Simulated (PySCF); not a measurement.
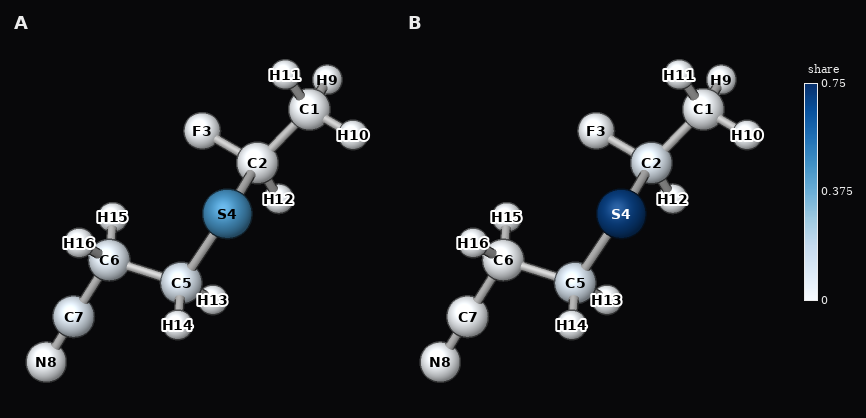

Each panel colours the atoms by their Löwdin share in one orbital (up to four of the largest shares; other atoms are shown as zero). The computed structure is the end point of a GFN2-xTB optimisation. No frequency run is at hand to confirm it as a minimum. Level of theory: CAM-B3LYP/def2-SVPD (PySCF 2.14.0).

### The panels show the HOMO, LUMO, in some order. Which is which?

A: LUMO, 0.75 eV; S4 0.46, C5 0.08, C7 0.08, C6 0.06
B: HOMO, −8.75 eV; S4 0.71, C5 0.09, C2 0.07
